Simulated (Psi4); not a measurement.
Intermolecular potential of N2 ··· H3N (SMILES N#N and N). Monomers: optimised at B3LYP-D3(BJ) (def2-TZVP), held rigid. Orientation: lowest of the rigid-body minima from ten starts at GFN2-xTB (searched outside a hard wall at short contacts). R is the distance of the centres of mass, along which the second monomer moves. The shortest distances reach bonding range, where SAPT0 and rigid monomers are unreliable.

- SAPT0/jun-cc-pVDZ, frozen core (Psi4)
- MP2/aug-cc-pVTZ = DF-MP2/aug-cc-pVTZ, frozen core, counterpoise-corrected run with Psi4
- PBE0/def2-TZVP, counterpoise-corrected (Psi4)
- PBE/def2-TZVP, counterpoise-corrected (Psi4)
- CCSD(T)/aug-cc-pVDZ = DF-CCSD(T)/aug-cc-pVDZ, frozen core, counterpoise-corrected in Psi4

Cost and agreement with CCSD(T)/aug-cc-pVDZ over the 12 points of the scan, with CCSD(T)/aug-cc-pVDZ as yardstick. Costs are rough ratios of core time within Psi4 on shared cores, each with its mean field (Kohn-Sham runs search longer for lower solutions than correlated ones do); the miss is the largest difference from CCSD(T) of the interaction energy, in kJ/mol.

Problem. Which is the cheapest of these levels that stays within 37 kJ/mol of CCSD(T)/aug-cc-pVDZ?

Solution. SAPT0/jun-cc-pVDZ.

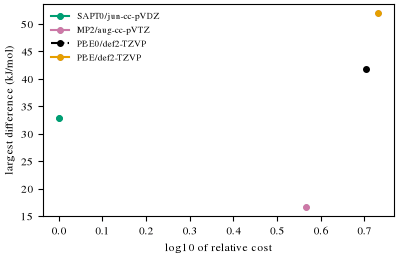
Figure. Miss against cost, one point a level.

```json
[
 {"level": "SAPT0/jun-cc-pVDZ", "relative cost": "1", "largest difference": "32.89"},
 {"level": "MP2/aug-cc-pVTZ", "relative cost": "4", "largest difference": "16.71"},
 {"level": "PBE0/def2-TZVP", "relative cost": "5", "largest difference": "41.73"},
 {"level": "PBE/def2-TZVP", "relative cost": "5", "largest difference": "51.93"}
]
```

Costs within a factor of two of each other count as equal.
